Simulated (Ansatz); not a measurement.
# CH₃F₃STi: from a rough start to a stationary point

Aim: relax CH₃F₃STi from a cheap starting geometry, check the end point by its vibrations and derive ideal-gas thermochemistry, and look at its orbitals and charge.

Computed with Ansatz 0.2.0, Gaussian basis. Level: RKS PBE0-D4/def2-TZVP.

Plan: relaxation at PBE-D4/def2-SVP; relaxation at PBE0-D4/def2-TZVP; harmonic vibrations at the same level; a single point in def2-TZVPP for the fields.

## 1. The system as given

SMILES `C[S][Ti]([F])([F])[F]`, 9 atoms, charge 0, spin multiplicity 1.

Atoms are counted from 1 here; the program's logs count them from 0.

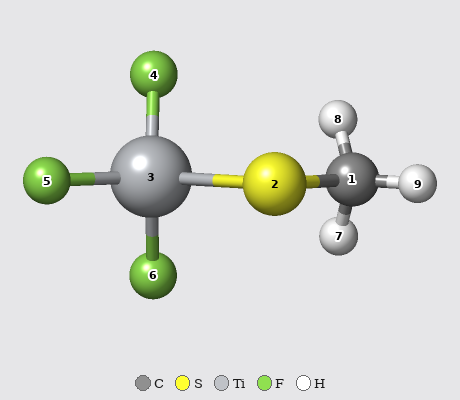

Start geometry, drawn with carbon grey, sulfur yellow, titanium light grey, fluorine green, hydrogen white; atoms are numbered from 1 in the order of the file.

The start is a force-field geometry with small random shifts, so a cheaper pass at PBE-D4/def2-SVP comes first.

## 2. Relaxation at PBE-D4/def2-SVP (cheap first pass)

in.yaml

```yaml
crystal:
  periodic: [false, false, false]
  atoms:
    - {symbol: C, position_ang: [0.044600, -1.364600, 0.893800]}
    - {symbol: S, position_ang: [1.373300, -0.707000, -0.120800]}
    - {symbol: Ti, position_ang: [0.074300, 1.197600, -0.877900]}
    - {symbol: F, position_ang: [-1.384900, 0.605200, -1.802300]}
    - {symbol: F, position_ang: [1.186500, 2.256000, -2.059800]}
    - {symbol: F, position_ang: [-0.418400, 2.266000, 0.651400]}
    - {symbol: H, position_ang: [-0.249400, -0.557800, 1.647100]}
    - {symbol: H, position_ang: [-0.838800, -1.499300, 0.220400]}
    - {symbol: H, position_ang: [0.301200, -2.242400, 1.431000]}
basis:
  gaussian: {orbitals: def2-SVP}
hamiltonian: {xc: pbe, dispersion: d4}
relax: {f_tol: 0.03, max_steps: 200}
```

Run with:

```
$ ansatz run in.yaml --threads 4 --pin off --events-out ev --progress --plain --max-ram 11315MiB
```

Output (excerpt; [...] marks lines left out):

```text
Functional definition: PBE
  name "PBE"
  cite "Perdew, Burke & Ernzerhof, Phys. Rev. Lett. 77, 3865 (1996) doi:10.1103/PhysRevLett.77.3865"
  parent pbe
[...]
1361 factors; their error is unknown
[...]
mean field -43160.21071098 eV, -1586.1084885869 hartree, gradient 3.2e-5 eV, S^2 0.000000; 0 other end points of the search recorded, 0 dependent functions left out
[...]
reference -43160.21080329 eV, -1586.1084919792 hartree; 37, 37 occupied and 83, 83 virtual orbitals, 1361 factors
relax step   1: F+E_penalty+E_count = -43160.41685130 eV  Δ(F+E_penalty+E_count) = +0.000e0 eV  max|allowed force component| = 2.632e0 eV/Å  Δτ_max = 0.0000 Å  (33 SCF iters, accepted)
[...]
relax step   5: F+E_penalty+E_count = -43161.61367932 eV  Δ(F+E_penalty+E_count) = -7.838e-4 eV  max|allowed force component| = 2.121e-2 eV/Å  Δτ_max = 0.0177 Å  (33 SCF iters, accepted)
[...]
relax step   6: F+E_penalty+E_count = -43161.61414917 eV  Δ(F+E_penalty+E_count) = -4.698e-4 eV  max|allowed force component| = 2.204e-2 eV/Å  Δτ_max = 0.0348 Å  (33 SCF iters, accepted)
1361 factors; their error is unknown
[...]
mean field -43161.39460009 eV, -1586.1519957093 hartree, gradient 1.5e-5 eV, S^2 0.000000; 1 other end points of the search recorded, 0 dependent functions left out
[...]
reference -43161.39469257 eV, -1586.1519991077 hartree; 37, 37 occupied and 83, 83 virtual orbitals, 1361 factors
Total energy: -43161.61424164 eV, -1586.1600673874 hartree
Atom 0 at    -0.017266    -1.261872     0.865547 Å, force    -0.002250    -0.010387     0.011762 eV/Å
Atom 1 at     1.349994    -0.579384    -0.170237 Å, force    -0.004007     0.011715    -0.009686 eV/Å
Atom 2 at     0.137427     1.206901    -0.882090 Å, force     0.022043    -0.000605     0.004948 eV/Å
Atom 3 at    -1.306450     0.584148    -1.659600 Å, force    -0.004228    -0.002301    -0.004947 eV/Å
Atom 4 at     1.136966     2.155683    -1.952101 Å, force    -0.009873    -0.009043     0.008250 eV/Å
Atom 5 at    -0.374756     2.092087     0.543440 Å, force    -0.001238     0.001183    -0.000936 eV/Å
Atom 6 at    -0.310735    -0.541498     1.653984 Å, force    -0.002355     0.001052    -0.008615 eV/Å
Atom 7 at    -0.893379    -1.519726     0.239224 Å, force    -0.000683     0.007033     0.001313 eV/Å
Atom 8 at     0.366600    -2.182639     1.344735 Å, force     0.002591     0.001354    -0.002089 eV/Å
Dipole moment:    -0.113957    -0.259234     0.222787 e Å
```

It took 7.5 s on 4 threads of AMD EPYC 9R14, shared host.

Step by step:

```csv
step,energy from step 1 (eV),largest force component (eV/Å)
1,0.0000,2.6321
2,-1.0665,1.2070
3,-1.1693,0.5041
4,-1.1960,0.0726
5,-1.1968,0.0212
6,-1.1973,0.0220
```

The force was under the threshold of 0.03 eV/Å already at step 5, but the program went on to step 6.

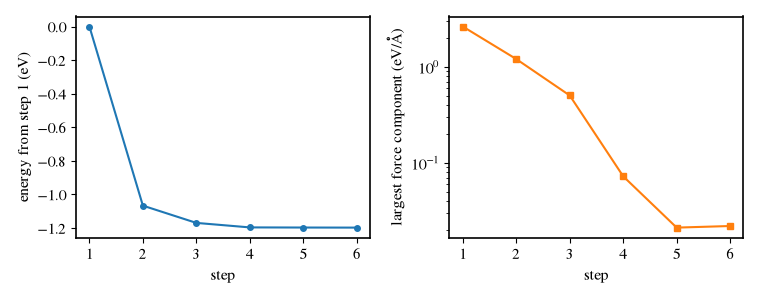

Energy and largest force along the relaxation.

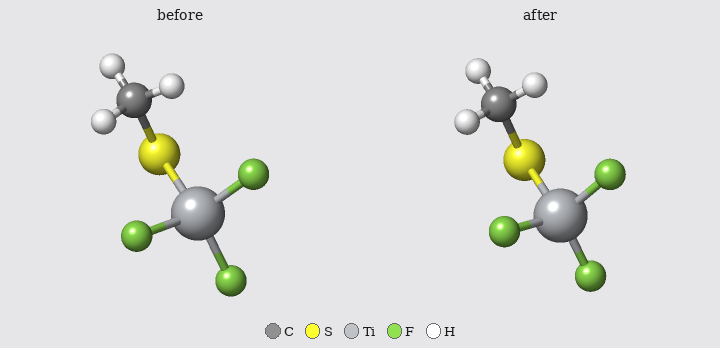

Before and after, at one scale.

Close pairs (by a distance rule), those that changed most:

```csv
bond,before (Å),after (Å),change (Å)
Ti3–F5,1.938,1.745,-0.193
Ti3–F6,1.930,1.754,-0.175
S2–Ti3,2.427,2.273,-0.153
Ti3–F4,1.826,1.754,-0.072
C1–S2,1.796,1.846,+0.050
C1–H9,1.061,1.107,+0.046
C1–H7,1.142,1.108,-0.035
C1–H8,1.119,1.107,-0.012
```

## 3. Optimising with PBE0-D4/def2-TZVP

in.yaml

```yaml
crystal:
  periodic: [false, false, false]
  atoms:
    - {symbol: C, position_ang: [-0.017266, -1.261872, 0.865547]}
    - {symbol: S, position_ang: [1.349994, -0.579384, -0.170237]}
    - {symbol: Ti, position_ang: [0.137427, 1.206901, -0.882090]}
    - {symbol: F, position_ang: [-1.306450, 0.584148, -1.659600]}
    - {symbol: F, position_ang: [1.136966, 2.155683, -1.952101]}
    - {symbol: F, position_ang: [-0.374756, 2.092087, 0.543440]}
    - {symbol: H, position_ang: [-0.310735, -0.541498, 1.653984]}
    - {symbol: H, position_ang: [-0.893379, -1.519726, 0.239224]}
    - {symbol: H, position_ang: [0.366600, -2.182639, 1.344735]}
basis:
  gaussian: {orbitals: def2-TZVP}
hamiltonian: {xc: pbe0, dispersion: d4}
relax: {f_tol: 0.005, max_steps: 150}
```

The command is unchanged.

Output (excerpt; [...] marks lines left out):

```text
Functional definition: PBE0
  name "PBE0"
  cite "Adamo & Barone, J. Chem. Phys. 110, 6158 (1999) doi:10.1063/1.478522"
  cite "Perdew, Burke & Ernzerhof, Phys. Rev. Lett. 77, 3865 (1996) doi:10.1103/PhysRevLett.77.3865"
  parent pbe
[...]
1517 factors; their error is unknown
[...]
mean field -43180.34251517 eV, -1586.8483187450 hartree, gradient 2.2e-5 eV, S^2 0.000000; 0 other end points of the search recorded, 0 dependent functions left out
[...]
reference -43180.34255478 eV, -1586.8483202007 hartree; 37, 37 occupied and 187, 187 virtual orbitals, 1517 factors
relax step   1: F+E_penalty+E_count = -43180.52941744 eV  Δ(F+E_penalty+E_count) = +0.000e0 eV  max|allowed force component| = 4.783e-1 eV/Å  Δτ_max = 0.0000 Å  (34 SCF iters, accepted)
[...]
Total energy: -43180.55512256 eV, -1586.8561319226 hartree
Atom 0 at    -0.016423    -1.273995     0.874397 Å, force     0.002645     0.001071    -0.001608 eV/Å
Atom 1 at     1.301977    -0.561032    -0.164904 Å, force    -0.001240     0.000015     0.000454 eV/Å
Atom 2 at     0.124641     1.218523    -0.884689 Å, force     0.001258    -0.002266     0.000930 eV/Å
Atom 3 at    -1.314078     0.617752    -1.684329 Å, force    -0.001343    -0.000341    -0.000498 eV/Å
Atom 4 at     1.168832     2.126914    -1.944303 Å, force     0.001140     0.001029    -0.001207 eV/Å
Atom 5 at    -0.384731     2.126576     0.524695 Å, force    -0.000730     0.000574     0.001176 eV/Å
Atom 6 at    -0.304315    -0.581718     1.665025 Å, force    -0.000657    -0.000041     0.000433 eV/Å
Atom 7 at    -0.882642    -1.543247     0.270823 Å, force    -0.000724    -0.000014     0.000161 eV/Å
Atom 8 at     0.395140    -2.176073     1.326186 Å, force    -0.000350    -0.000027     0.000159 eV/Å
Dipole moment:    -0.082764    -0.350143     0.273464 e Å
```

Wall time 23 s (4 threads of AMD EPYC 9R14, shared host); peak memory 0.74 GiB.

Along the way:

```csv
step,energy from step 1 (eV),largest force component (eV/Å)
1,0.0000,0.4783
2,-0.0225,0.1810
3,-0.0248,0.0788
4,-0.0256,0.0356
5,-0.0257,0.0120
6,-0.0257,0.0026
```

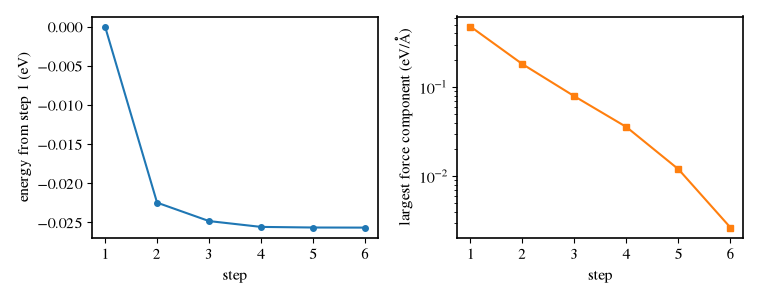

Energy and largest force along the relaxation.

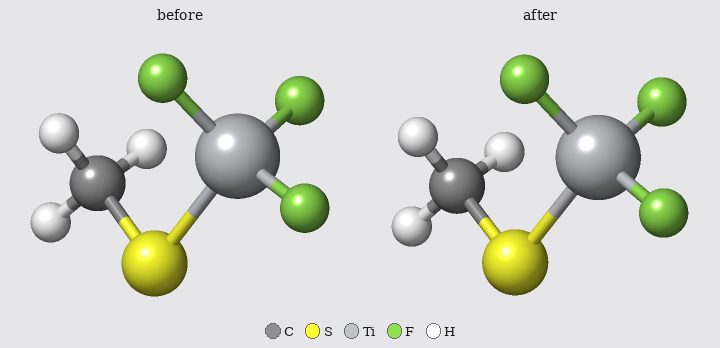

The geometry before (left) and after (right).

Distances of close pairs at the start and the end, largest changes first:

```csv
bond,before (Å),after (Å),change (Å)
C1–S2,1.846,1.824,-0.022
S2–Ti3,2.273,2.252,-0.021
C1–H7,1.108,1.090,-0.018
C1–H8,1.107,1.090,-0.018
C1–H9,1.107,1.090,-0.017
Ti3–F6,1.754,1.752,-0.002
Ti3–F4,1.754,1.752,-0.002
Ti3–F5,1.745,1.743,-0.002
```

Mulliken charges at the end point, from the run's report:

```csv
atom,value (e)
C1,-0.34
S2,-0.28
Ti3,1.41
F4,-0.43
F5,-0.43
F6,-0.43
H7,0.17
H8,0.17
H9,0.16
```

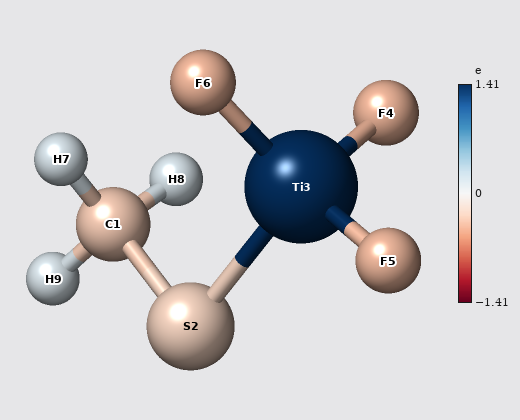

Mulliken charges at the end point, from the run's report, as colours on the atoms.

## 4. Force constants and modes

in.yaml

```yaml
crystal:
  periodic: [false, false, false]
  atoms:
    - {symbol: C, position_ang: [-0.016423, -1.273995, 0.874397]}
    - {symbol: S, position_ang: [1.301977, -0.561032, -0.164904]}
    - {symbol: Ti, position_ang: [0.124641, 1.218523, -0.884689]}
    - {symbol: F, position_ang: [-1.314078, 0.617752, -1.684329]}
    - {symbol: F, position_ang: [1.168832, 2.126914, -1.944303]}
    - {symbol: F, position_ang: [-0.384731, 2.126576, 0.524695]}
    - {symbol: H, position_ang: [-0.304315, -0.581718, 1.665025]}
    - {symbol: H, position_ang: [-0.882642, -1.543247, 0.270823]}
    - {symbol: H, position_ang: [0.395140, -2.176073, 1.326186]}
basis:
  gaussian: {orbitals: def2-TZVP}
hamiltonian: {xc: pbe0, dispersion: d4}
phonons: {temperatures: {t_min: 298.15, t_max: 900, t_step: 200}}
```

The command is unchanged.

Output (excerpt; [...] marks lines left out):

```text
Functional definition: PBE0
  name "PBE0"
  cite "Adamo & Barone, J. Chem. Phys. 110, 6158 (1999) doi:10.1063/1.478522"
  cite "Perdew, Burke & Ernzerhof, Phys. Rev. Lett. 77, 3865 (1996) doi:10.1103/PhysRevLett.77.3865"
  parent pbe
[...]
1517 factors; their error is unknown
[...]
mean field -43180.36844883 eV, -1586.8492717894 hartree, gradient 2.1e-5 eV, S^2 0.000000; 0 other end points of the search recorded, 0 dependent functions left out
[...]
reference -43180.36848846 eV, -1586.8492732460 hartree; 37, 37 occupied and 187, 187 virtual orbitals, 1517 factors
[...]
1517 factors; their error is unknown
mean field -43180.36831743 eV, -1586.8492669607 hartree, gradient 1.3e-6 eV, S^2 0.000000; 0 other end points of the search recorded, 0 dependent functions left out
[...]
reference -43180.36835707 eV, -1586.8492684174 hartree; 37, 37 occupied and 187, 187 virtual orbitals, 1517 factors
[...]
Atom 1 at     1.301977    -0.561032    -0.164904 Å, force    -0.001237     0.000011     0.000459 eV/Å
Atom 2 at     0.124641     1.218523    -0.884689 Å, force     0.001281    -0.002243     0.000943 eV/Å
Atom 3 at    -1.314078     0.617752    -1.684329 Å, force    -0.001356    -0.000351    -0.000494 eV/Å
Atom 4 at     1.168832     2.126914    -1.944303 Å, force     0.001141     0.001032    -0.001212 eV/Å
Atom 5 at    -0.384731     2.126576     0.524695 Å, force    -0.000734     0.000567     0.001165 eV/Å
Atom 6 at    -0.304315    -0.581718     1.665025 Å, force    -0.000664    -0.000026     0.000443 eV/Å
Atom 7 at    -0.882642    -1.543247     0.270823 Å, force    -0.000720    -0.000016     0.000179 eV/Å
Atom 8 at     0.395140    -2.176073     1.326186 Å, force    -0.000347    -0.000026     0.000158 eV/Å
Dipole moment:    -0.082765    -0.350143     0.273462 e Å
Vibrations: 35.73 54.32 94.99 159.95 166.51 196.74 201.10 208.35 464.01 709.98 719.09 780.28 804.96 963.84 965.86 1345.51 1467.64 1469.30 3066.65 3162.34 3164.01 cm⁻¹, zero-point energy 1.252312 eV
```

Run time: 2 min. Hardware: 4 threads of AMD EPYC 9R14, shared host; peak memory 0.77 GiB.

Motions are named by where the mode's potential energy lies. The modes, unscaled (a negative number is an imaginary wavenumber):

```csv
mode,cm⁻¹,motion
1,36,torsion
2,54,torsion
3,95,bend
4,160,bend
5,167,bend
6,197,bend with torsion
7,201,bend with torsion
8,208,bend
9,464,Ti–S stretch
10,710,C–S stretch
11,719,Ti–F stretch
12,780,Ti–F stretch
13,805,Ti–F stretch
14,964,bend
15,966,bend
16,1346,bend
17,1468,bend
18,1469,bend
19,3067,C–H stretch
20,3162,C–H stretch
21,3164,C–H stretch
```

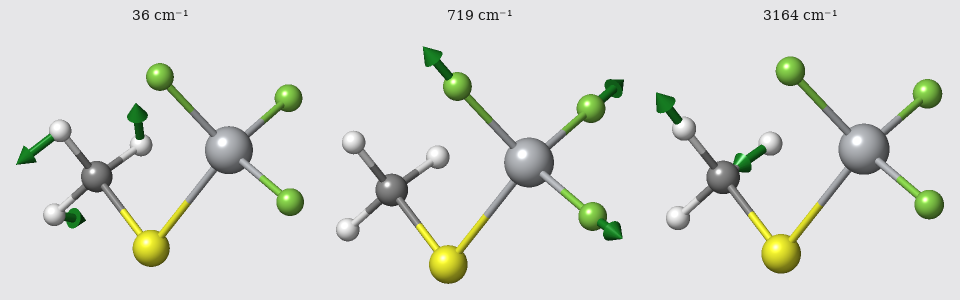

How the atoms move in 3 of the modes.

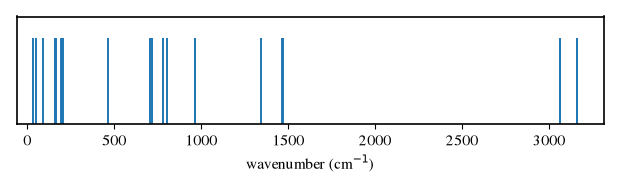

The harmonic wavenumbers as sticks (no intensities were computed).

Ideal gas, rigid rotor and harmonic oscillator at 298.15 K and 1 bar, with symmetry number 1:

```csv
term,value
zero-point energy,28.9 kcal/mol
H(298) − E,35.1 kcal/mol
"entropy, translation",171.5 J/(mol K)
"entropy, rotation",118.8 J/(mol K)
"entropy, vibration",113.3 J/(mol K)
"entropy, total",403.7 J/(mol K)
```

## 5. Fields at the relaxed geometry

Changes to in.yaml since step 4:

```diff
@@ -13,4 +13,4 @@
 basis:
-  gaussian: {orbitals: def2-TZVP}
+  gaussian: {orbitals: def2-TZVPP}
 hamiltonian: {xc: pbe0, dispersion: d4}
-phonons: {temperatures: {t_min: 298.15, t_max: 900, t_step: 200}}
+output: {orbitals: {seedname: orbitals}}
```

The command is unchanged.

Output:

```text
Functional definition: PBE0
  name "PBE0"
  cite "Adamo & Barone, J. Chem. Phys. 110, 6158 (1999) doi:10.1063/1.478522"
  cite "Perdew, Burke & Ernzerhof, Phys. Rev. Lett. 77, 3865 (1996) doi:10.1103/PhysRevLett.77.3865"
  parent pbe
  parameter a = 0.25
  parameter kappa = 0.804
  parameter beta = 0.06672455060314922
  exchange = (1 - a)*pbe_x(kappa = kappa, mu = beta*pi^2/3) + a*exact_x
  correlation = pbe_c(beta = beta)
1652 factors; their error is unknown
mean field evaluation 1: about -43171.2821 eV, gradient 7.4e1 eV
mean field evaluation 2: about -43069.1348 eV, gradient 3.0e2 eV
mean field evaluation 4: about -43179.2093 eV, gradient 2.4e1 eV
mean field evaluation 8: about -43180.3486 eV, gradient 2.2e-1 eV
mean field evaluation 16: about -43180.5091 eV, gradient 2.4e-4 eV
mean field -43180.50906157 eV, -1586.8544392125 hartree, gradient 3.2e-5 eV, S^2 0.000000; 0 other end points of the search recorded, 0 dependent functions left out
reference -43180.50910355 eV, -1586.8544407551 hartree; 37, 37 occupied and 235, 235 virtual orbitals, 1652 factors
Total energy: -43180.69573690 eV, -1586.8612994041 hartree
```

Wall time 3.3 s (4 threads of AMD EPYC 9R14, shared host); peak memory 0.9 GiB.

The fields below are evaluated on a grid from the run's orbitals.

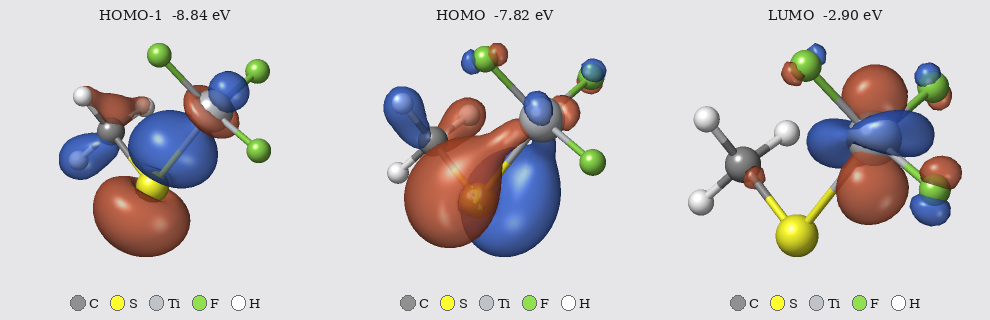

Frontier orbitals at PBE0-D4/def2-TZVPP; each surface holds 70 % of the orbital's density, blue and red mark the sign.

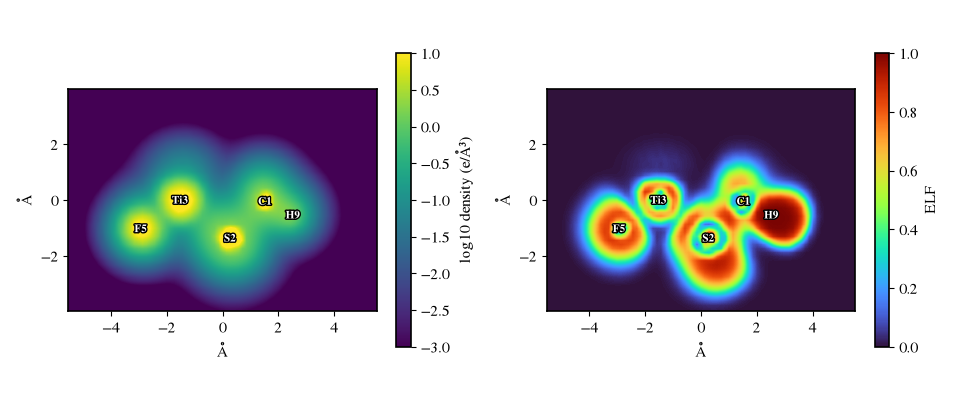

Density (left) and ELF (right) in a plane through or near 5 of the atoms.

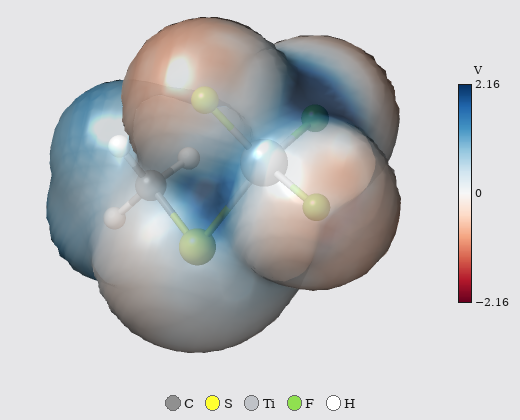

Electrostatic potential on the surface of density 0.002 e/bohr³; red is low, blue high. It runs from -0.71 V near F6 to 2.16 V near Ti3.

## 6. What came out

```
                  quantity            value
               point group               Cs
                     steps            6 + 6
shift from the start (rms)          0.135 Å
              total energy   -43180.5551 eV
           dispersion term         -187 meV
             dipole moment           2.17 D
lowest, highest wavenumber    36, 3164 cm⁻¹
         zero-point energy    28.9 kcal/mol
       entropy at 298.15 K  403.7 J/(mol K)
                HOMO, LUMO  -7.82, -2.90 eV
```

In words: The relaxed geometry lies 0.14 Å (rms) from the start; the bond that changed most is Ti3–F5, from 1.938 to 1.743 Å. All wavenumbers are real, so the end point is a minimum. The stiffest mode, 3164 cm⁻¹, is a C–H stretch, and 6 modes under 200 cm⁻¹ make the vibrational entropy uncertain. Harmonic hybrid wavenumbers usually lie a few per cent above measured fundamentals. The largest Mulliken charge, +1.41 e, sits on Ti3. The HOMO lies mostly on S2 76 %; Ti3 8 % and the LUMO on Ti3 75 %; F5 8 %.
